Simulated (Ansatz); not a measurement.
Fields on a plane of TiP (space group P6_3/mmc)

```
TiP
1.0
    3.42732     0.00000     0.00000
   -1.71366     2.96814     0.00000
    0.00000     0.00000    11.51432
Ti P
4 4
Direct
  0.33333   0.66667   0.38384
  0.66667   0.33333   0.61616
  0.66667   0.33333   0.88384
  0.33333   0.66667   0.11616
  0.66667   0.33333   0.25000
  0.33333   0.66667   0.75000
  0.00000   0.00000   0.50000
  0.00000   0.00000   0.00000
```

The slice is a (1 -1 0 0) plane (indices of the conventional cell) through the point (0.667, 0.333, 0.884) (fractional), spanned by u = [110] and v = [001] in vectors of this cell: u (3.43 Å) and v (11.51 Å, at 90° to u). It covers one period; positions are fractions (u, v).

Atoms on it: Ti at (0.00, 0.73); Ti at (0.00, 0.00); P at (0.00, 0.37). Other atoms lie within 1 Å of the plane.

Method: LDA (plane waves to 420 eV, PAW, scalar-relativistic; Ansatz, a quantum-chemistry and plane-wave program). k mesh 16×16×4. These are valence fields of a PAW run, semicore shells included where kept as valence: close to a nucleus they are smooth pseudo fields. TiP is run without spin polarisation. TiP was relaxed with its symmetry unable to fall.

```
|##**  --**--  **|
|  ..++%%%%%%++..|
|..--##%%%%%%##--|
|==::..**##**..::|
|xxxx::..--..::xx|
|xx##..::**::..##|
|    --%%@@%%--  |
|  ::**%%@@%%**::|
|  ..::------::..|
|--::          ::|
|@@@@**      **@@|
|xx**@@++..++@@**|
|xxxx@@**::**@@xx|
|@@@@%%::  ::%%@@|
|**++..      ..++|
|  ..............|
|..::**######**::|
|    ++@@@@@@++  |
|##**..++##++..**|
|xxxx::..--..::xx|
```
Scale: ten equal steps from 0.07 (start of ' ') to 0.82 (end of '@'), in the order ' .:-=+*#%@'. Values: electron localisation function (ELF). The map has 8 points along u (two characters each, u = 0 at the left) and 20 along v (v = 0 in the bottom row). Points within 0.5 Å of a nucleus are blanked (x), as the pseudised field means little there.

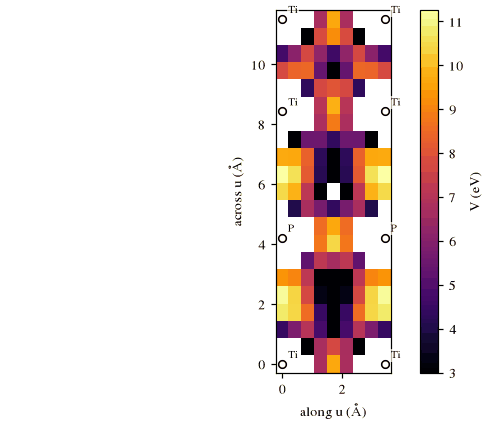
Figure. Electrostatic potential energy of an electron, from the cell's mean, in eV, one period of the plane, atoms marked. Points within 1 Å of a nucleus are left white, as the pseudised field means little there. Values under 3 eV are set to 3. The zero, the cell's mean, hangs on the PAW cores.
